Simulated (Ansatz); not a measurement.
**H2O+ (doublet): the correlation ladder at a displaced geometry (v2), cc-pVTZ**

How much of the correlation energy of H2O+ (doublet) does each wave-function method recover here?

Program: Ansatz 0.2.0, Gaussian basis. Level of theory: cc-pVTZ, core rule «outside noble gas», up to 1 orbitals frozen. These are calculated values, not measurements.

The runs, in order: UHF; CCSD(T) on ROHF; CCSD(T) on UHF; BCCD(T) on ROHF; CISD; CCSDT(Q) on ROHF; CCSDT(Q) on UHF; CASSCF and MRCISD+Q, 7 electrons in 6 orbitals; CASSCF and NEVPT4(SD), 7 electrons in 6 orbitals; CASSCF and NEVPT2, 7 electrons in 6 orbitals.

10 further runs of the same task are left out: 2 that didn't finish, 8 set aside as unsound or not needed.

### Step 1. What is computed

The geometry is a PBE0/def2-TZVP stationary point (not a proven minimum) with its atoms shifted at random (size 0.100 Å).

3 atoms, charge 1, spin multiplicity 2.

Atoms are counted from 1 here; the program's logs count them from 0.

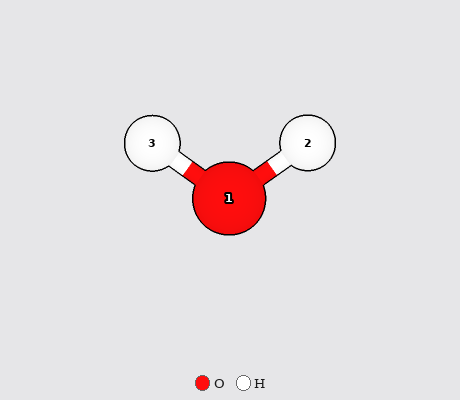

The structure; oxygen red, hydrogen white; atoms are numbered from 1 in the order of the file.

### Step 2. UHF

in.yaml

```yaml
crystal:
  periodic: [false, false, false]
  atoms:
    - {symbol: O, position_ang: [0.014162, -0.063730, -0.000840]}
    - {symbol: H, position_ang: [-0.150712, 0.522015, -0.810386]}
    - {symbol: H, position_ang: [-0.074091, 0.489591, 0.823714]}
basis:
  gaussian: {orbitals: cc-pVTZ}
total_charge: 1
magnetization: {spin_polarized: true, initial_magnetization: 1}
hamiltonian: {xc: hf}
output: {orbitals: {seedname: orbitals}}
```

Launch:

```
$ ansatz run in.yaml --threads 1 --pin off --events-out ev --progress --plain --max-ram 2393MiB
```

Further steps of the session: CCSD(T) on ROHF; CCSD(T) on UHF; BCCD(T) on ROHF; CISD; CCSDT(Q) on ROHF; CCSDT(Q) on UHF; CASSCF and MRCISD+Q, 7 electrons in 6 orbitals; CASSCF and NEVPT4(SD), 7 electrons in 6 orbitals; CASSCF and NEVPT2, 7 electrons in 6 orbitals.

Q: Predict the results of all the runs planned. Wanted: UCCSDT(Q) below the RHF energy; RMP2 from UCCSDT(Q); UMP2 from UCCSDT(Q); RCCSD from UCCSDT(Q); RCCSD(T) from UCCSDT(Q); UCCSD(T) from UCCSDT(Q); RCCSDT(Q) from UCCSDT(Q); NEVPT2 valence from UCCSDT(Q); NEVPT4(SD) valence from UCCSDT(Q).

The runs gave:

```
                         quantity                                                                     value
   UCCSDT(Q) below the RHF energy                                                                -6.1323 eV
              RMP2 from UCCSDT(Q)                                                                +561.8 meV
              UMP2 from UCCSDT(Q)                                                                +570.6 meV
             RCCSD from UCCSDT(Q)                                                                +151.4 meV
          RCCSD(T) from UCCSDT(Q)                                                                 +14.0 meV
          UCCSD(T) from UCCSDT(Q)                                                                 +12.9 meV
         RCCSDT(Q) from UCCSDT(Q)                                                                  +1.6 meV
    NEVPT2 valence from UCCSDT(Q)                                                                +684.7 meV
NEVPT4(SD) valence from UCCSDT(Q)                                                                 +64.0 meV
  MRCISD+Q valence from UCCSDT(Q)                                                                 +24.3 meV
levels within 1 kcal/mol (43 meV)  RCCSD(T), UCCSD(T), BCCD(T), RCCSDT, UCCSDT, RCCSDT(Q), MRCISD+Q valence
                    T1 diagnostic                                                                     0.013
   effectively unpaired electrons                                                                      1.01
```

In words: RCCSD(T) lands +14.0 meV from the yardstick (0.2 % of the correlation energy). One determinant dominates. Of the multireference levels listed MRCISD+Q valence comes nearest in total energy (+24.3 meV), which doesn't show that its space is the better one. These misses are within one basis, not against nature; the frozen cores of restricted and unrestricted runs differ, which can shift their rows.
